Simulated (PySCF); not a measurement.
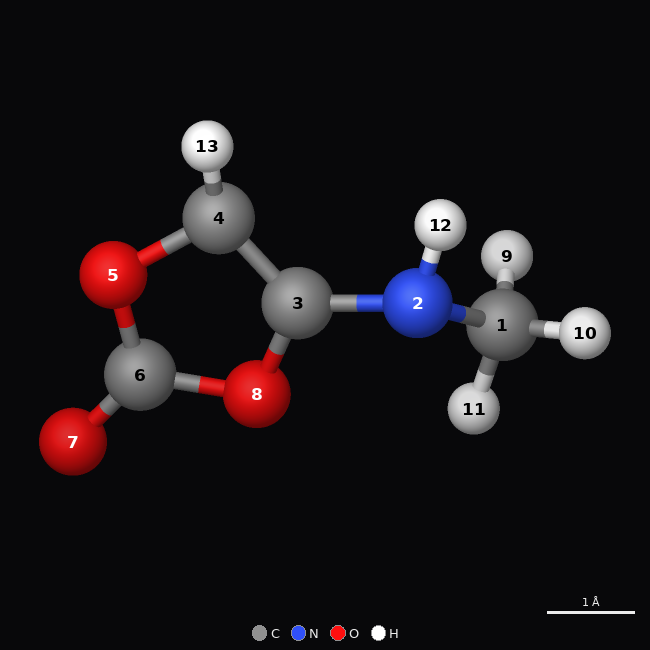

Geometry: a frame of a GFN2-xTB molecular-dynamics simulation, not a minimum.

Which atoms are bonded, and how long are the bonds?

```
  bond  length (Å)     order
 C1–N2       1.491    single
 C1–H9       1.064    single
C1–H10       1.086    single
C1–H11       1.138    single
 N2–C3       1.414    single
N2–H12       0.993    single
 C3–C4       1.353  aromatic
 C3–O8       1.329  aromatic
 C4–O5       1.417  aromatic
C4–H13       1.059    single
 O5–C6       1.331  aromatic
 C6–O7       1.204    double
 C6–O8       1.361  aromatic
```
